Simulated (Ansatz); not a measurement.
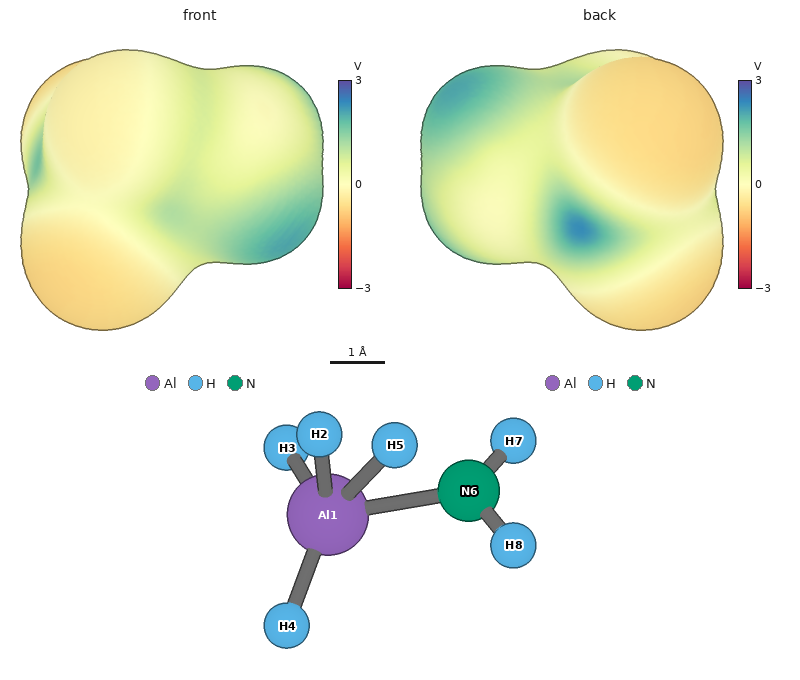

Figure 1: AlH6N. The electrostatic potential painted on the density surface at 0.002 e/bohr³, seen from the front and from behind; red is negative and blue positive. The bare structure is drawn below in the same view.

A transition-state structure; geometry: PBE0-D4/def2-TZVP.

Theory: RKS PBE0-D4/def2-TZVPP (Ansatz).

Input file:

```
crystal:
  periodic: [false, false, false]
  atoms:
    - {symbol: Al, position_ang: [-0.757292, -0.216428, -0.487184]}
    - {symbol: H, position_ang: [0.191622, 1.242998, -0.987073]}
    - {symbol: H, position_ang: [-0.586700, -1.294288, -1.635755]}
    - {symbol: H, position_ang: [-2.142728, 0.304648, 0.077071]}
    - {symbol: H, position_ang: [0.653769, 0.841155, -0.190679]}
    - {symbol: N, position_ang: [0.664091, -0.181981, 0.774136]}
    - {symbol: H, position_ang: [1.447139, -0.817866, 0.721351]}
    - {symbol: H, position_ang: [0.530098, 0.121661, 1.728133]}
basis:
  gaussian: {orbitals: def2-TZVPP}
hamiltonian: {xc: pbe0, dispersion: d4}
output: {orbitals: {seedname: orbitals}}
```

Launched as:

```sh
ansatz run in.yaml --threads 2 --pin off --events-out ev --progress --plain --max-ram 4352MiB
```

Where is the surface potential most negative and most positive?

Answer. The most negative region (about −0.7 V) lies over H3 and H4, the most positive (about +2.1 V) over Al1, H7 and H8.
